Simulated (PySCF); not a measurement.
**[BO2]-: singlet, from a end-on start**

The task is one start of a wider search on [BO2]-: the singlet, from a end-on start. It is relaxed, tested by its Hessian and followed downhill if it is a saddle.

Method: B3LYP, basis B def2-TZVPP, O def2-TZVPP, no relativity, density fitting; program: PySCF 2.14.0.

## Step 1: The starting structure

3 atoms, charge -1, spin multiplicity 1.

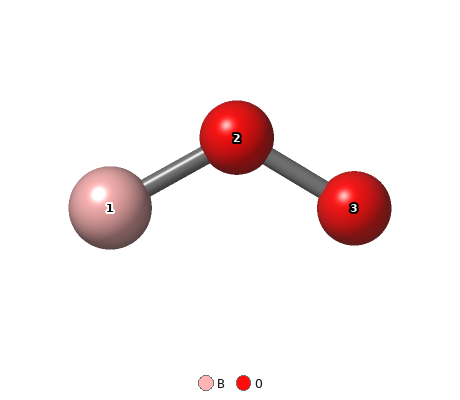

Start geometry, drawn with boron pink, oxygen red; atoms are numbered from 1 in the order of the file.

Coordinates in bohr (charge -1 multiplicity 1):
```
B     0.0000    0.0000    0.0000
O     0.0000    0.0000    2.8807
O     2.3674    0.0000    4.2413
```

## Step 2: Finding the electronic state

The steps below are one call of a driver around PySCF. For each, scf.py gives the equivalent set-up of the SCF; relaxations use the driver's own optimiser. After this first run the driver tries any further starts and a stability analysis.

Contents of scf.py:

```python
from pyscf import gto, scf, dft
mol = gto.M(atom='''
B      0.000000     0.000000     0.000000
O      0.000000     0.000000     1.524400
O      1.252800     0.000000     2.244400''',
    basis={'B': 'def2-TZVPP', 'O': 'def2-TZVPP'},
    charge=-1, spin=0)
mf = dft.RKS(mol, xc='B3LYP')
mf.grids.atom_grid = (50, 194)
aux = {'B': 'def2-universal-JKFIT', 'O': 'def2-universal-JKFIT'}
mf = mf.density_fit(auxbasis=aux)
mf.conv_tol = 1e-08
mf.diis_space = 10
mf.max_cycle = 60
mf.init_guess = 'minao'
mf.verbose = 4
mf.kernel()
```

The run is started by

```sh
$ OMP_NUM_THREADS=2 python axn.py task.json out
```

The runs that follow: Relaxation: end-on start, singlet; Frequencies.

**Question.** What will these runs give? Wanted: minimum; geometry; wavenumbers; dipole moment; highest occupied, lowest empty level; polar-tensor charge of B1; zero-point energy.

**Answer**, as computed:

```
                            quantity                                   value
                             minimum                            singlet, C∞v
                            geometry  B–O 1.246 Å, O–O 1.422 Å; B–O–O 180.0°
                  wavenumbers (cm⁻¹)            182 (π), 692 (σ+), 1659 (σ+)
      dipole moment (centre of mass)                                  1.71 D
highest occupied, lowest empty level                          -0.74, 5.18 eV
           polar-tensor charge of B1                                 -0.18 e
                   zero-point energy                             16.2 kJ/mol
                 entropy at 298.15 K                         237.7 J/(mol K)
```

What this shows: From Cs at the start the molecule goes to a C∞v minimum. The strongest infrared band lies at 1659 cm⁻¹ (σ+). Only this shape and spin were tried, so other structures or states may lie lower. An anion needs diffuse functions, and this basis has none.
